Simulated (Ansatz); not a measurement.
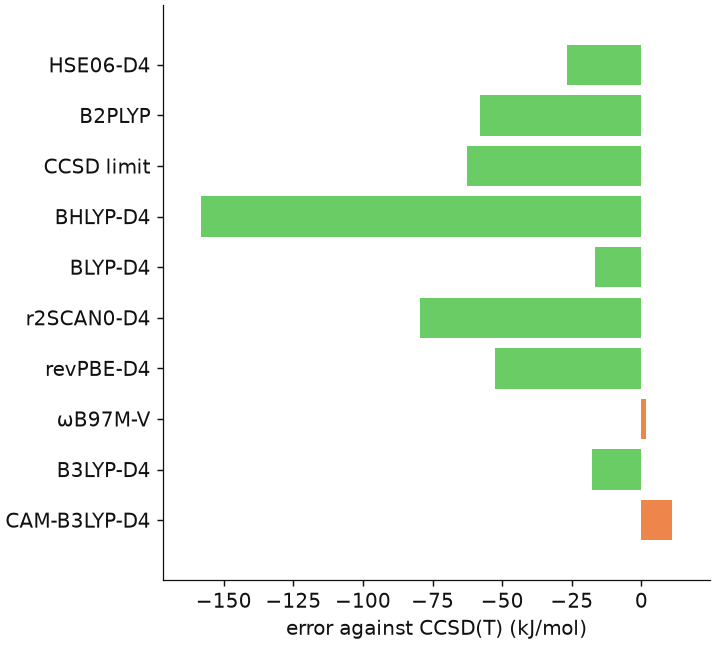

Error in the electronic atomisation energy (method less reference, so positive means overbinding) of C₂H₇AlO₂, SMILES CO[CH2][AlH][OH], singlet: functionals in def2-TZVPP against frozen-core CCSD(T) at the limit (MP2 extrapolated from triple and quadruple zeta, plus CCSD(T) less MP2 in a smaller set), which gives 4381.2 kJ/mol, at a PBE0-D4/def2-TZVP geometry (a minimum by its frequencies), no zero-point or spin-orbit term, the Ansatz code 0.2.0. The reference leaves out core correlation, a term that grows with the number of heavy atoms. B2PLYP holds a correlation term that converges slowly with the basis, so part of the distance to the limit is basis error. No dispersion term is added to B2PLYP. Limit means the basis limit.

**What range do the values span?**

From −158.2 kJ/mol (BHLYP-D4) to 11.1 kJ/mol (CAM-B3LYP-D4).

**Give the values.**

```csv
level,kJ/mol
HSE06-D4,−26.7
B2PLYP,−57.9
CCSD limit,−62.6
BHLYP-D4,−158.2
BLYP-D4,−16.5
r2SCAN0-D4,−79.7
revPBE-D4,−52.7
ωB97M-V,1.8
B3LYP-D4,−17.6
CAM-B3LYP-D4,11.1
```

Limits of at least one run: one conformer of a flexible molecule.
